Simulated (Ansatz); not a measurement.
# C₂H₇NOSi: small, medium and large basis sets

Aim: see how fast density functionals converge with the basis set for C₂H₇NOSi.

Program: Ansatz 0.2.0, Gaussian basis. Level of theory: one geometry, several basis sets. These are calculated values, not measurements.

Plan: PBE0-D4/def2-SVP; ωB97M-V/def2-SVP; PBE0-D4/def2-QZVPP; ωB97M-V/def2-QZVPP; the functionals' def2-TZVPP values are taken from earlier runs.

## 1. The relaxed structure

An earlier PBE0-D4 in a triple-zeta def2 set relaxation fixed the geometry.

SMILES `NCC1O[SiH2]1`, 12 atoms, charge 0, spin multiplicity 1.

Atoms are counted from 1 here; the program's logs count them from 0.

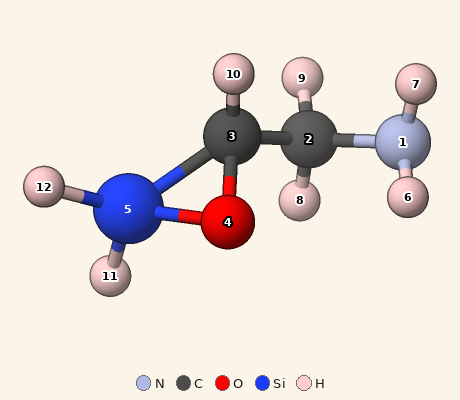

The structure; nitrogen light blue, carbon dark grey, oxygen red, silicon blue, hydrogen pink; atoms are numbered from 1 in the order of the file.

## 2. PBE0-D4 in def2-SVP

Input file in.yaml:

```yaml
crystal:
  periodic: [false, false, false]
  atoms:
    - {symbol: N, position_ang: [-1.362491, -0.745771, 1.380079]}
    - {symbol: C, position_ang: [-0.089339, -0.824654, 0.685455]}
    - {symbol: C, position_ang: [0.379118, 0.474069, 0.086390]}
    - {symbol: O, position_ang: [-0.509164, 0.967991, -0.990926]}
    - {symbol: Si, position_ang: [1.010434, 0.674788, -1.599584]}
    - {symbol: H, position_ang: [-2.059959, -0.362517, 0.751951]}
    - {symbol: H, position_ang: [-1.297147, -0.107436, 2.164578]}
    - {symbol: H, position_ang: [-0.179628, -1.580838, -0.100877]}
    - {symbol: H, position_ang: [0.674837, -1.186578, 1.380926]}
    - {symbol: H, position_ang: [0.566887, 1.259865, 0.821732]}
    - {symbol: H, position_ang: [1.148724, -0.477901, -2.516861]}
    - {symbol: H, position_ang: [1.794724, 1.853680, -2.028960]}
basis:
  gaussian: {orbitals: def2-SVP}
hamiltonian: {xc: pbe0, dispersion: d4}
output: {orbitals: {seedname: orbitals}}
```

Launch:

```
> ansatz run in.yaml --threads 4 --pin off --events-out ev --progress --plain --max-ram 10444MiB
```

The program printed:

```text
Functional definition: PBE0
  name "PBE0"
  cite "Adamo & Barone, J. Chem. Phys. 110, 6158 (1999) doi:10.1063/1.478522"
  cite "Perdew, Burke & Ernzerhof, Phys. Rev. Lett. 77, 3865 (1996) doi:10.1103/PhysRevLett.77.3865"
  parent pbe
  parameter a = 0.25
  parameter kappa = 0.804
  parameter beta = 0.06672455060314922
  exchange = (1 - a)*pbe_x(kappa = kappa, mu = beta*pi^2/3) + a*exact_x
  correlation = pbe_c(beta = beta)
1233 factors; their error is unknown
mean field evaluation 1: about -13577.5750 eV, gradient 5.9e1 eV
mean field evaluation 2: about -13564.1576 eV, gradient 9.7e1 eV
mean field evaluation 4: about -13585.0935 eV, gradient 6.6e0 eV
mean field evaluation 8: about -13585.1768 eV, gradient 1.1e-1 eV
mean field evaluation 16: about -13585.2152 eV, gradient 1.0e-4 eV
mean field -13585.21515886 eV, -499.2474486986 hartree, gradient 2.5e-5 eV, S^2 0.000000; 0 other end points of the search recorded, 0 dependent functions left out
reference -13585.21518684 eV, -499.2474497268 hartree; 24, 24 occupied and 85, 85 virtual orbitals, 1233 factors
Total energy: -13585.41428485 eV, -499.2547664438 hartree
```

Wall time 0.45 s (4 threads of AMD EPYC 9R45, shared host); peak memory 0.25 GiB.

## 3. ωB97M-V in def2-SVP

in.yaml: that of step 2 with these lines changed.

```diff
@@ -17,3 +17,3 @@
   gaussian: {orbitals: def2-SVP}
-hamiltonian: {xc: pbe0, dispersion: d4}
+hamiltonian: {xc: {name: wB97M-V}}
 output: {orbitals: {seedname: orbitals}}
```

Same command.

The program printed, cut to the lines that bear on the results:

```text
Functional definition: wB97M-V
  name "wB97M-V"
  cite "Mardirossian & Head-Gordon, J. Chem. Phys. 144, 214110 (2016) doi:10.1063/1.4952647"
  cite "Becke, J. Chem. Phys. 107, 8554 (1997) doi:10.1063/1.475007"
  cite "Vydrov & Van Voorhis, J. Chem. Phys. 133, 244103 (2010) doi:10.1063/1.3521275"
  # Of w^i u^j: cxij and so on, Table III.
[...]
  gx(w, u) = 1 - cx + cx01*u + cx10*w
  gss(w, u) = css00 + css04*u^4 + css10*w + css20*w^2 + css43*w^4*u^3
  gos(w, u) = cos00 + cos10*w + (cos20 + cos21*u)*w^2 + (cos60 + cos61*u)*w^6
[...]
      + integral(e_c_pw_mod_opposite_spin*gos(b97_w_opposite, b97_u_opposite)) + vv10(b, c)
1233 factors; their error is unknown
324 factors; integrals over basis functions are off by at most 7.5e-6 eV
[...]
mean field -13591.92477863 eV, -499.4940226773 hartree, gradient 3.8e-5 eV, S^2 0.000000; 0 other end points of the search recorded, 0 dependent functions left out
reference -13591.92482167 eV, -499.4940242587 hartree; 24, 24 occupied and 85, 85 virtual orbitals, 1233 factors
Total energy: -13591.92482167 eV, -499.4940242587 hartree
```

Wall time 1.4 s (4 threads of AMD EPYC 9R45, shared host); peak memory 0.34 GiB.

## 4. PBE0-D4 in def2-QZVPP

in.yaml: that of step 3 with these lines changed.

```diff
@@ -16,4 +16,4 @@
 basis:
-  gaussian: {orbitals: def2-SVP}
-hamiltonian: {xc: {name: wB97M-V}}
+  gaussian: {orbitals: "def2-QZVPP.json"}
+hamiltonian: {xc: pbe0, dispersion: d4}
 output: {orbitals: {seedname: orbitals}}
```

Same command.

The program printed:

```text
Functional definition: PBE0
  name "PBE0"
  cite "Adamo & Barone, J. Chem. Phys. 110, 6158 (1999) doi:10.1063/1.478522"
  cite "Perdew, Burke & Ernzerhof, Phys. Rev. Lett. 77, 3865 (1996) doi:10.1103/PhysRevLett.77.3865"
  parent pbe
  parameter a = 0.25
  parameter kappa = 0.804
  parameter beta = 0.06672455060314922
  exchange = (1 - a)*pbe_x(kappa = kappa, mu = beta*pi^2/3) + a*exact_x
  correlation = pbe_c(beta = beta)
1518 factors; their error is unknown
mean field evaluation 1: about -13584.2158 eV, gradient 7.3e1 eV
mean field evaluation 2: about -13557.7501 eV, gradient 1.3e2 eV
mean field evaluation 4: about -13595.1871 eV, gradient 1.1e1 eV
mean field evaluation 8: about -13595.4110 eV, gradient 2.2e-1 eV
mean field evaluation 16: about -13595.4151 eV, gradient 3.2e-4 eV
mean field -13595.41511265 eV, -499.6222900867 hartree, gradient 3.6e-5 eV, S^2 0.000000; 0 other end points of the search recorded, 0 dependent functions left out
reference -13595.41515346 eV, -499.6222915864 hartree; 24, 24 occupied and 484, 484 virtual orbitals, 1518 factors
Total energy: -13595.61425148 eV, -499.6296083034 hartree
```

Run time: 3.2 s. Hardware: 4 threads of AMD EPYC 9R45, shared host; peak memory 1.9 GiB.

## 5. ωB97M-V in def2-QZVPP

in.yaml: that of step 4 with these lines changed.

```diff
@@ -17,3 +17,3 @@
   gaussian: {orbitals: "def2-QZVPP.json"}
-hamiltonian: {xc: pbe0, dispersion: d4}
+hamiltonian: {xc: {name: wB97M-V}}
 output: {orbitals: {seedname: orbitals}}
```

Launched as before.

The program printed, cut to the lines that bear on the results:

```text
Functional definition: wB97M-V
  name "wB97M-V"
  cite "Mardirossian & Head-Gordon, J. Chem. Phys. 144, 214110 (2016) doi:10.1063/1.4952647"
  cite "Becke, J. Chem. Phys. 107, 8554 (1997) doi:10.1063/1.475007"
  cite "Vydrov & Van Voorhis, J. Chem. Phys. 133, 244103 (2010) doi:10.1063/1.3521275"
  # Of w^i u^j: cxij and so on, Table III.
[...]
  gx(w, u) = 1 - cx + cx01*u + cx10*w
  gss(w, u) = css00 + css04*u^4 + css10*w + css20*w^2 + css43*w^4*u^3
  gos(w, u) = cos00 + cos10*w + (cos20 + cos21*u)*w^2 + (cos60 + cos61*u)*w^6
[...]
      + integral(e_c_pw_mod_opposite_spin*gos(b97_w_opposite, b97_u_opposite)) + vv10(b, c)
1498 factors; their error is unknown
404 factors; integrals over basis functions are off by at most 9.9e-6 eV
[...]
mean field -13602.35410615 eV, -499.8772933944 hartree, gradient 3.6e-5 eV, S^2 0.000000; 0 other end points of the search recorded, 0 dependent functions left out
reference -13602.35417209 eV, -499.8772958174 hartree; 24, 24 occupied and 484, 484 virtual orbitals, 1498 factors
Total energy: -13602.35417209 eV, -499.8772958174 hartree
```

Wall time 7 s (4 threads of AMD EPYC 9R45, shared host); peak memory 2.2 GiB.

## 6. Density functionals: the series

The def2-TZVPP values come from earlier runs at the same geometry.

| functional | basis | functions | energy (eV) | from the largest (eV) | HOMO (eV) | LUMO (eV) |
| --- | --- | --- | --- | --- | --- | --- |
| PBE0-D4 | def2-SVP | 109 | -13585.4143 | 10.200 | -6.55 | -0.16 |
| PBE0-D4 | def2-TZVPP | 264 | -13595.0022 | 0.612 | -6.76 | -0.56 |
| PBE0-D4 | def2-QZVPP | 508 | -13595.6143 | 0.000 | -6.81 | -0.68 |
| ωB97M-V | def2-SVP | 109 | -13591.9248 | 10.429 | -8.87 | 1.78 |
| ωB97M-V | def2-TZVPP | 264 | -13601.7769 | 0.577 | -9.08 | 1.17 |
| ωB97M-V | def2-QZVPP | 508 | -13602.3542 | 0.000 | -9.13 | 0.87 |

## 7. Results

| quantity | value |
| --- | --- |
| PBE0-D4: double and triple zeta above quadruple | 10.20, 0.61 eV |
| ωB97M-V: double and triple zeta above quadruple | 10.43, 0.58 eV |

For PBE0-D4 the step from double to triple zeta gains 9.59 eV and the next only 0.61 eV. Total energies overstate the basis error of differences, where much of it tends to cancel. The LUMO of ωB97M-V is positive and keeps falling with the basis (1.78 to 0.87 eV): an unbound level that the basis holds in place.

For PBE0-D4 the largest set took about 7 times as long as the smallest (3.2 s against 0.45 s).
